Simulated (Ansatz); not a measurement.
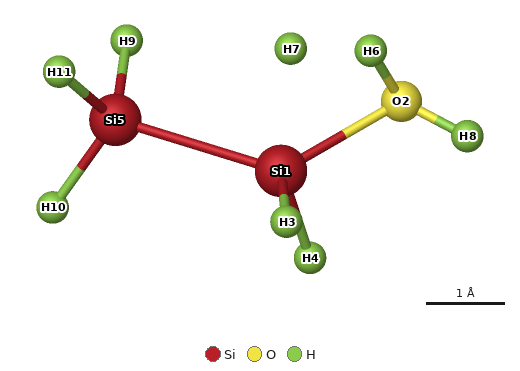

Figure 1. The structure (ball-and-stick view, seen at a tilt; atoms are numbered from 1 in the order of the input). Bond lengths as drawn: H–O 0.97 to 1.11 Å, H–Si 1.49 to 1.51 Å, O–Si 1.87 Å and Si–Si 2.33 Å.

## Two runs on Si2H8O

System: Si2H8O.
Method of run 1: RKS SPW92 (LDA)/def2-TZVPP (Ansatz 0.2.0).

The geometry comes from this level: PBE0-D4/def2-TZVP. Text and figures count atoms from 1; the logs count them from 0 in places.

Input, run 1:
```yaml
crystal:
  periodic: [false, false, false]
  atoms:
    - {symbol: Si, position_ang: [-0.230409, -0.650372, -0.121227]}
    - {symbol: O, position_ang: [0.962662, -0.789641, -1.558578]}
    - {symbol: H, position_ang: [-0.334640, -1.853250, 0.747320]}
    - {symbol: H, position_ang: [-1.360893, -0.848411, -1.103868]}
    - {symbol: Si, position_ang: [-0.703380, 1.380598, 0.926705]}
    - {symbol: H, position_ang: [1.636995, -0.729012, -0.678501]}
    - {symbol: H, position_ang: [1.443804, -0.443389, 0.441195]}
    - {symbol: H, position_ang: [0.939342, -1.594081, -2.093649]}
    - {symbol: H, position_ang: [-0.113711, 2.476462, 0.107866]}
    - {symbol: H, position_ang: [-2.165301, 1.636726, 1.058345]}
    - {symbol: H, position_ang: [-0.074469, 1.414370, 2.274292]}
basis:
  gaussian: {orbitals: def2-TZVPP}
hamiltonian: {xc: lda}
```

Launched with:
```bash
ansatz run in.yaml --threads 4 --pin off --events-out ev --progress --plain --max-ram 9574MiB
```

Hardware: 4 threads of Arm Neoverse V1, 23 GiB of memory available, shared host.

Output (run 1):
```
Functional definition: SPW92
  exchange = slater_x
  correlation = pw_c
1199 factors; their error is unknown
mean field evaluation 1: about -17846.9213 eV, gradient 5.5e1 eV
mean field evaluation 2: about -17829.1384 eV, gradient 1.1e2 eV
mean field evaluation 4: about -17852.4653 eV, gradient 5.7e0 eV
mean field evaluation 8: about -17852.5681 eV, gradient 2.9e-1 eV
mean field evaluation 16: about -17852.5329 eV, gradient 2.2e-4 eV
mean field -17852.53292941 eV, -656.0684842744 hartree, gradient 6.1e-5 eV, S^2 0.000000; 0 other end points of the search recorded, 0 dependent functions left out
reference -17852.53297225 eV, -656.0684858488 hartree; 22, 22 occupied and 205, 205 virtual orbitals, 1199 factors
Total energy: -17852.53297225 eV, -656.0684858488 hartree
```

The input of run 2 differs as follows (lines with − go, lines with + come):
```diff
-    - {symbol: Si, position_ang: [-0.230409, -0.650372, -0.121227]}
-    - {symbol: O, position_ang: [0.962662, -0.789641, -1.558578]}
-    - {symbol: H, position_ang: [-0.334640, -1.853250, 0.747320]}
-    - {symbol: H, position_ang: [-1.360893, -0.848411, -1.103868]}
-    - {symbol: Si, position_ang: [-0.703380, 1.380598, 0.926705]}
-    - {symbol: H, position_ang: [1.636995, -0.729012, -0.678501]}
-    - {symbol: H, position_ang: [1.443804, -0.443389, 0.441195]}
-    - {symbol: H, position_ang: [0.939342, -1.594081, -2.093649]}
-    - {symbol: H, position_ang: [-0.113711, 2.476462, 0.107866]}
-    - {symbol: H, position_ang: [-2.165301, 1.636726, 1.058345]}
-    - {symbol: H, position_ang: [-0.074469, 1.414370, 2.274292]}
+    - {symbol: Si, position_ang: [-0.906186, -0.752991, -0.574414]}
+    - {symbol: O, position_ang: [0.622805, -1.263189, -0.951155]}
+    - {symbol: H, position_ang: [-1.677777, -1.833347, 0.107289]}
+    - {symbol: H, position_ang: [-1.669009, -0.393760, -1.805959]}
+    - {symbol: Si, position_ang: [-0.698891, 1.108485, 0.825700]}
+    - {symbol: H, position_ang: [2.598114, 0.070539, 0.077983]}
+    - {symbol: H, position_ang: [3.045373, 0.543999, 0.445461]}
+    - {symbol: H, position_ang: [0.707789, -2.028327, -1.521848]}
+    - {symbol: H, position_ang: [0.032777, 2.209195, 0.145036]}
+    - {symbol: H, position_ang: [-2.067036, 1.585716, 1.169612]}
+    - {symbol: H, position_ang: [0.012040, 0.753678, 2.082197]}
```

What does this change do to the results?

With the same method and basis, run 2 lies 34.9 kcal/mol lower.

Output (run 2):
```
Functional definition: SPW92
  exchange = slater_x
  correlation = pw_c
1199 factors; their error is unknown
mean field evaluation 1: about -17847.2077 eV, gradient 6.2e1 eV
mean field evaluation 2: about -17815.9945 eV, gradient 1.4e2 eV
mean field evaluation 4: about -17853.9981 eV, gradient 5.2e0 eV
mean field evaluation 8: about -17854.0791 eV, gradient 2.9e-1 eV
mean field evaluation 16: about -17854.0456 eV, gradient 2.5e-4 eV
mean field -17854.04560038 eV, -656.1240739070 hartree, gradient 5.3e-5 eV, S^2 0.000000; 0 other end points of the search recorded, 0 dependent functions left out
reference -17854.04564603 eV, -656.1240755847 hartree; 22, 22 occupied and 205, 205 virtual orbitals, 1199 factors
Total energy: -17854.04564603 eV, -656.1240755847 hartree
```

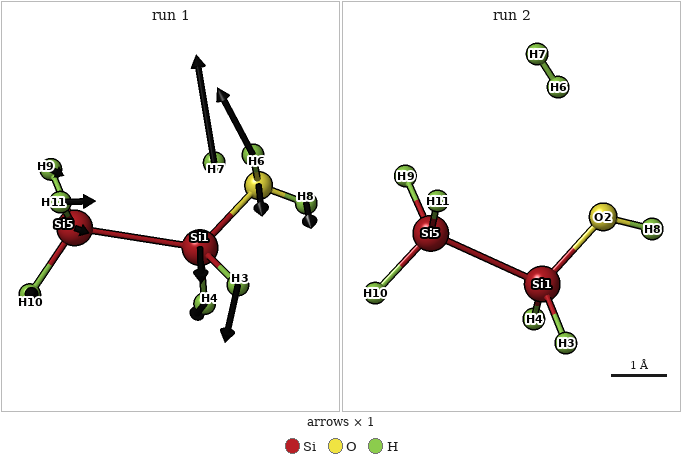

Figure 2. The two input geometries at one scale (ball-and-stick view, seen at a tilt). The black arrows on the first give the shifts of the atoms after the best rigid fit, at true length. The largest move after the best rigid fit is that of H7, 2.04 Å. By element the largest moves are H 2.04 Å, O 0.84 Å, Si 0.77 Å. Among the contacts that change: O2–H6 1.110 → 2.596 Å, H6–H7 1.172 → 0.748 Å, Si1–O2 1.873 → 1.655 Å, Si1–H4 1.511 → 1.493 Å.

The two runs side by side:

```tsv
quantity	run 1	run 2
outcome	converged	converged
total energy (hartree)	−656.068486	−656.124076
basis functions	227	227
wall time (shared host)	1.1 s	0.95 s
```
